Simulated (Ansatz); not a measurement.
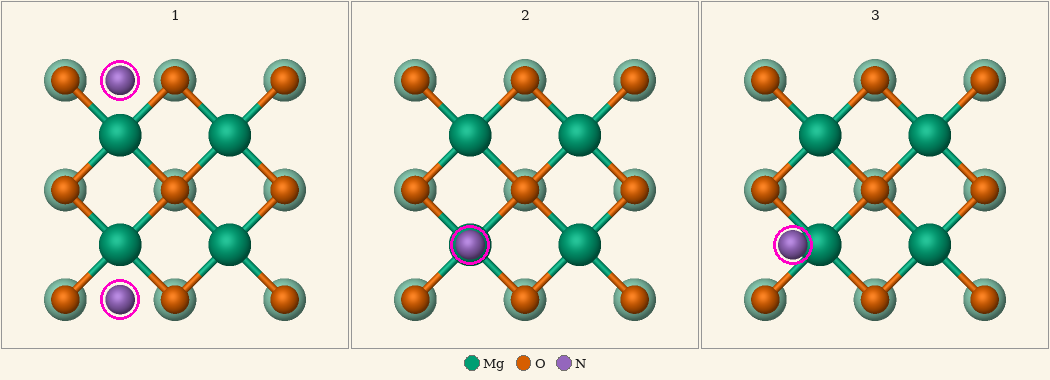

N₂ on a MgO(100) slab cut from the Fm-3m phase, its upper half relaxed before the scan (24 atoms of substrate and one adsorbate in a 2 × 2 cell). N2 is moved over the surface cell; relaxed at each place: the height of the adsorbate's atoms; substrate rigid; the origin of the map has the adsorbate above O21. Places are given modulo a cell vector. The map is drawn in real space over the plane of the surface. Grid: 8 × 8 points; 15 points were computed and 49 follow by symmetry. Places are given in fractions of the 1 × 1 surface cell. Energies: meV, counted from the lowest grid point. Theory: Ansatz, DFT PBE, scalar-relativistic, plane waves, PAW. Settings: cutoff 420 eV, k-mesh 5×5×1, gaussian smearing 0.05 eV, no spin polarisation.

The numbered pictures are structures from this grid. Rings mark the moved atoms.

**Which is the most stable, and how do the others follow?**

2, at the top site over a surface Mg atom, (4/8, 4/8) of the cell vectors: 0.0 meV; 3, at (2/8, 4/8) of the cell vectors: 34.6 meV; 1, at a fourfold hollow (Mg–Mg–O–O), (4/8, 0/8) of the cell vectors: 41.5 meV.

The map, with the structures marked:

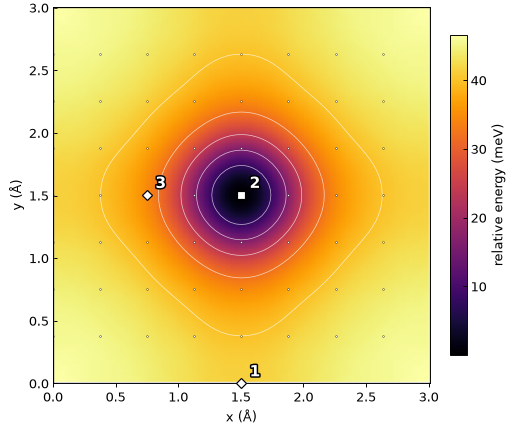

The picture shows a smooth colour map with a few white contour lines, dots at the grid points, the outline of one cell of the plane. Between grid points the surface is interpolated.

PAW datasets: the set soft_1.
